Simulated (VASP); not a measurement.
Data:

```yaml
crystal:
  lattice:
    - [0.00000, 2.05211, 2.05211]
    - [2.05211, 0.00000, 2.05211]
    - [2.05211, 2.05211, 0.00000]
  atoms:
    - { symbol: Au, position: [0.00000, 0.00000, 0.00000] }
```

Computed with PBE GGA with D4 dispersion, VASP's PBE PAW potentials (set 64) (plane waves; VASP 6.6.1). Numerical set-up: 520 eV cut-off, 17×17×17 Γ-centred mesh, tetrahedra with Blöchl corrections, potentials Au.

Unless said otherwise, spin-orbit coupling is left out, though it shifts the bands of the heavy elements here.

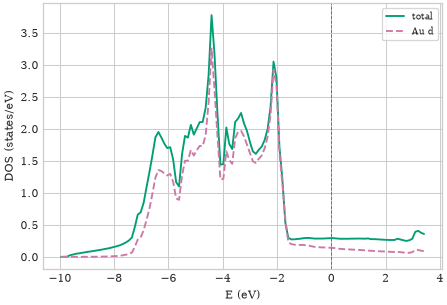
Figure: Total and projected density of states, zero at the Fermi level

Within 2 eV below the Fermi level the largest weight inside VASP's projection spheres is Au d.

It has no gap at this level: it comes out as a metal or semimetal.

The compound is Au in the fcc structure. It was relaxed first.
